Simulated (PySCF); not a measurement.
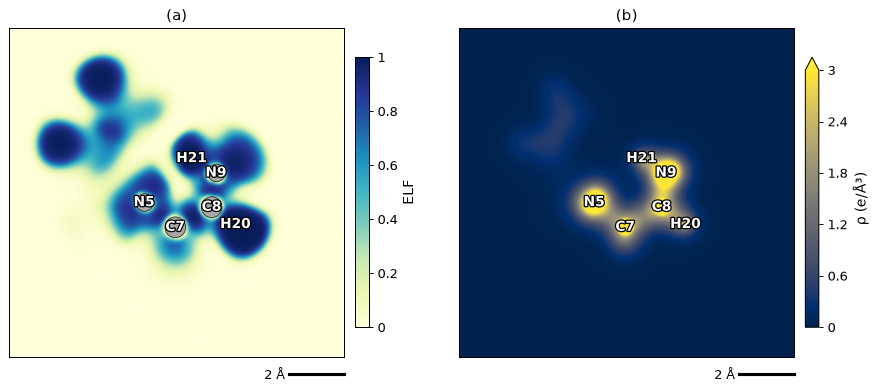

The picture shows: C5H12N2OSi. (a) ELF; (b) electron density on the plane of atoms C7, C8 and H20. Grey discs cover the atomic cores in the ELF map.

Geometry: GFN2-xTB.

Computed with PBE0/pcSseg-1, SCF density, gas phase, non-relativistic (PySCF 2.14.0).

```xyz
21

C     2.7935    0.1640   -0.6561
C     2.1791   -0.9385   -0.2573
Si    0.6193   -0.9894    0.8041
O     0.6677   -0.0353    2.1218
N    -0.6778   -0.4620   -0.2035
C    -0.8132   -0.8154   -1.5950
C    -1.8569    0.1499    0.3582
C    -1.8648    1.6473    0.1627
N    -0.9317    2.3527   -0.2837
H     3.6938    0.1488   -1.2526
H     2.4250    1.1468   -0.4035
H     2.6084   -1.8900   -0.5441
H     0.4262   -2.2875    1.4502
H     0.8046    0.9058    2.0452
H    -1.1314    0.0506   -2.1827
H     0.1461   -1.1590   -1.9729
H    -1.5519   -1.6141   -1.7353
H    -1.8926   -0.0395    1.4349
H    -2.7665   -0.2780   -0.0818
H    -2.7757    2.1557    0.4668
H    -0.1099    1.8041   -0.5514
```

What do the fields say about this system?

- The plane passes through N, C and H nuclei.
- C–N (1.25 Å): the density is about 2.9 e/Å³ at the midpoint; the ELF peaks at about 0.90 between the atoms; a short, multiple covalent bond.
- C–N (1.44 Å): ρ at the midpoint is about 1.9 e/Å³; the ELF peaks at about 0.90 between the atoms; a covalent bond.
- The ELF also peaks beside N5 and N9, away from the bonds: lone-pair regions.
